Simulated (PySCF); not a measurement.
SMILES [NH2][Sn]([NH2])([Cl])[F] (H4ClFN2Sn), singlet, B3LYP/def2-SVP optimised geometry. Atoms within 1.6 Å of the plane z = 0.0 Å (x, y, z in Å): N1 (1.69, -0.70, 0.00), Sn2 (-0.33, -0.70, 0.00), N3 (-1.09, 1.18, 0.00), H6 (2.08, -0.43, -0.90), H7 (2.07, -1.63, 0.23), H8 (-1.00, 1.63, 0.91), H9 (-2.08, 1.18, -0.25).

Calculation: B3LYP/def2-TZVP, def2 effective core potentials past Kr (PySCF). The core electrons that the potentials of Sn replace are not part of the density. Cells within 0.4 Å of a nucleus heavier than hydrogen are left out (blank, or x).

Map of the HOMO−1 amplitude (bohr^(-3/2)) on the plane z = 0.0 Å; orbital energy -8.15 eV, overall sign arbitrary:

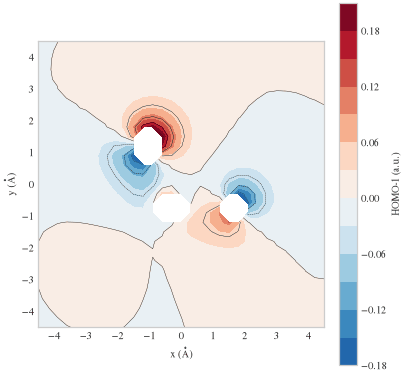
Figure: HOMO−1 amplitude (bohr^(-3/2)) on the plane z = 0.0 Å.
